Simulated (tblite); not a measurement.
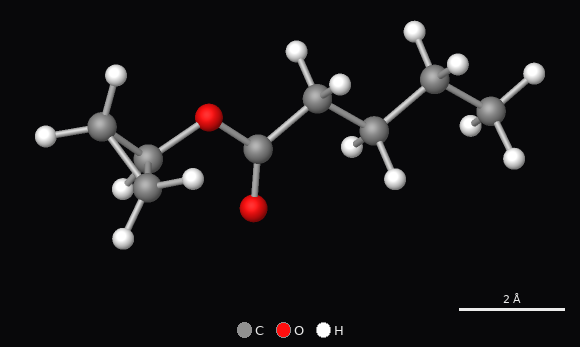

This is the input geometry for a relaxation of C8H14O2. A ball-and-stick model, seen at a tilt.

The calculation used GFN2-xTB geometry optimisation, gas phase in tblite.

```xyz
24

C    -4.3404    0.1867   -0.1882
C    -3.0523   -0.5644   -0.4023
C    -1.8243    0.3312   -0.1783
C    -0.5286   -0.4230   -0.3973
C     0.6805    0.4486   -0.1744
O     0.6521    1.6382    0.1033
O     1.8152   -0.2865   -0.3738
C     3.0771    0.3965   -0.1875
C     3.8031    0.1012    1.0930
C     4.2814   -0.4958   -0.1908
H    -4.4364    1.0203   -0.8947
H    -5.2078   -0.4789   -0.3413
H    -4.4176    0.5935    0.8388
H    -3.0259   -0.9861   -1.4091
H    -3.0125   -1.4043    0.3079
H    -1.8604    0.7575    0.8434
H    -1.8776    1.1861   -0.8732
H    -0.4911   -0.8342   -1.4089
H    -0.4707   -1.2591    0.3282
H     3.1906    1.3815   -0.6234
H     3.3211   -0.5444    1.8173
H     4.3729    0.9122    1.5341
H     5.2036   -0.0921   -0.6144
H     4.1360   -1.5648   -0.3493
```

### Where does the relaxation end?

Over 102 geometry steps the energy falls by 0.148 eV. The atom that moves furthest after the best rigid fit is O6 (0.78 Å). Largest moves by element: O 0.78 Å, H 0.45 Å, C 0.27 Å. Near-neighbour distances that change, for instance: O7–C8 1.447 → 1.412 Å, C5–O7 1.367 → 1.338 Å, C1–H13 1.107 → 1.088 Å, C5–O6 1.222 → 1.203 Å. Among the angles between lasting bonds that change: O7–C8–H20 118.0° → 112.4°, C10–C8–H20 117.1° → 120.3°, C3–C4–H19 109.0° → 111.8°. Groups turn about O7–C8 by about 40°, C4–C5 by about 30°.

The structure at the end:

```xyz
24

C    -4.3444    0.2457   -0.1948
C    -3.0664   -0.5570   -0.4049
C    -1.8239    0.2957   -0.1648
C    -0.5359   -0.4967   -0.3766
C     0.6801    0.4006   -0.3604
O     0.6910    1.5620   -0.6729
O     1.7625   -0.2813    0.0332
C     2.9974    0.4026    0.0678
C     3.9441    0.0500    1.1704
C     4.2274   -0.3912   -0.2368
H    -4.3772    1.0928   -0.8764
H    -5.2201   -0.3744   -0.3724
H    -4.3932    0.6254    0.8233
H    -3.0468   -0.9459   -1.4258
H    -3.0571   -1.4117    0.2756
H    -1.8425    0.6892    0.8536
H    -1.8235    1.1477   -0.8467
H    -0.5607   -0.9800   -1.3576
H    -0.4119   -1.2766    0.3754
H     2.9107    1.4283   -0.2699
H     3.6241   -0.7019    1.8741
H     4.5385    0.8401    1.6015
H     5.0192    0.0928   -0.7866
H     4.0968   -1.4362   -0.4691
```

The end point in the same view:

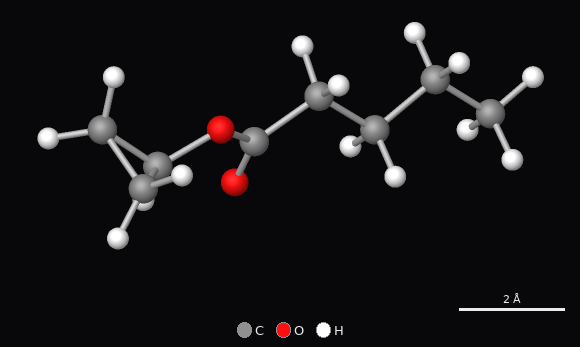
